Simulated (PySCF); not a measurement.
# C$_{7}$H$_{6}$FSi (SMILES [H]/[C]=C\C#CC#CC[SiH2]F) (doublet): what the fields show

```xyz
15

C     4.8846   -1.0253   -0.8537
C     4.1138   -1.0363    0.2001
C     2.7348   -0.7358    0.0931
C     1.5710   -0.4626   -0.1170
C     0.2581   -0.1711   -0.2658
C    -0.9100    0.0965   -0.4289
C    -2.3015    0.4098   -0.5974
Si   -3.3271    0.0926    0.9816
F    -4.8296    0.5338    0.5921
H     4.7713   -0.8328   -1.8964
H     4.4808   -1.2730    1.1927
H    -2.3962    1.4601   -0.8917
H    -2.7036   -0.1913   -1.4193
H    -3.4105   -1.3217    1.3067
H    -2.9403    0.9595    2.0822
```

Geometry: GFN2-xTB.

Method: UKS B3LYP, pcH-1 on C F H Si, non-relativistic, mean-field spin-orbit, GIAO in PySCF 2.14.0, density-fitted response routines.

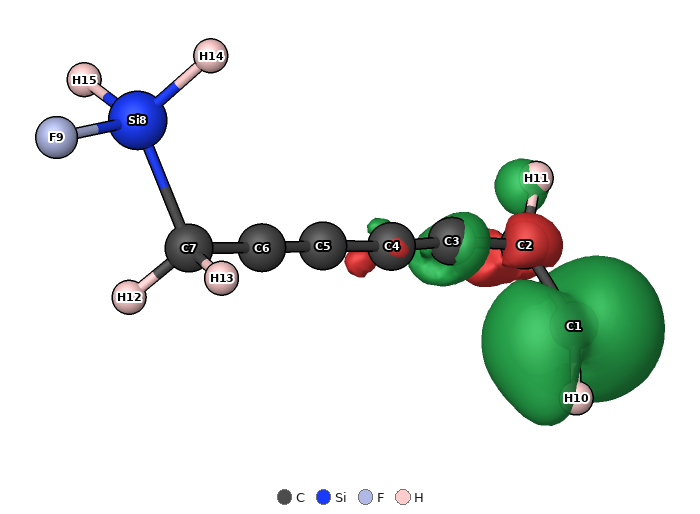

Figure 1. Isosurfaces of the spin density at +0.03 (green) and −0.03 e/Å³ (red), seen at an oblique angle.

**Describe the spin distribution.**

The unpaired spin (1 electron) lies mostly on C1 (about 0.8) and H10 (about 0.1), in electrons by Hirshfeld's partition.

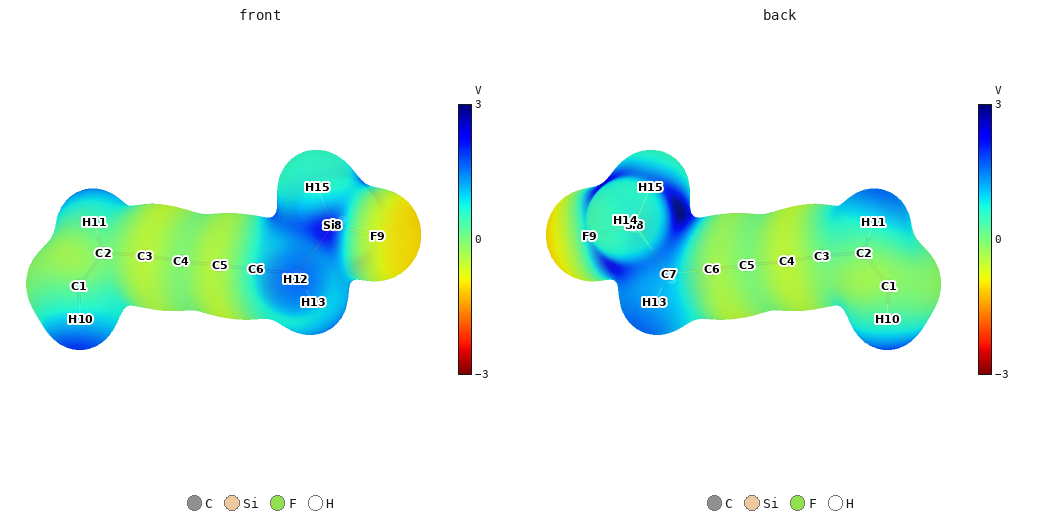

Figure 2. The electrostatic potential painted on the density surface at 0.004 e/bohr³, seen from the front and from behind; the colour scale runs from red (negative) to blue (positive).

**Where is the surface potential most negative and most positive?**

The most negative region (about −1.1 V) lies over F9, the most positive (about +2.8 V) over Si8.

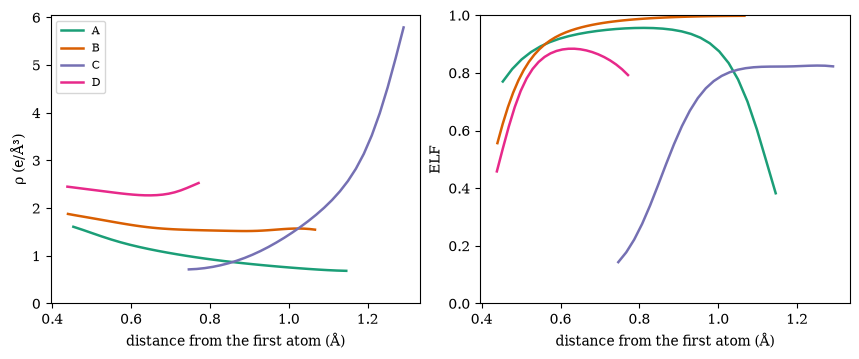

Figure 3. Electron density and electron localisation function along straight lines between neighbouring atoms. The curves leave out the atomic cores.

**Which curve belongs to which contact (C–C, C–H, C–Si and Si–F)? The first atom named is at distance zero.**

Curve A: C–Si (1.91 Å): ρ is about 0.79 e/Å³ halfway; the ELF peaks at about 0.95 between the atoms: a covalent bond. Curve B: C–H (1.07 Å): ρ is about 1.7 e/Å³ halfway; the ELF climbs to about 1 towards the hydrogen, as it does in any bond to H; a covalent bond by its length. Curve C: Si–F (1.61 Å): ρ at the midpoint is about 0.77 e/Å³; the ELF is about 0.30 at the midpoint. Curve D: C–C (1.21 Å): ρ at the midpoint is about 2.3 e/Å³; the ELF peaks at about 0.90 between the atoms; a short, multiple covalent bond.
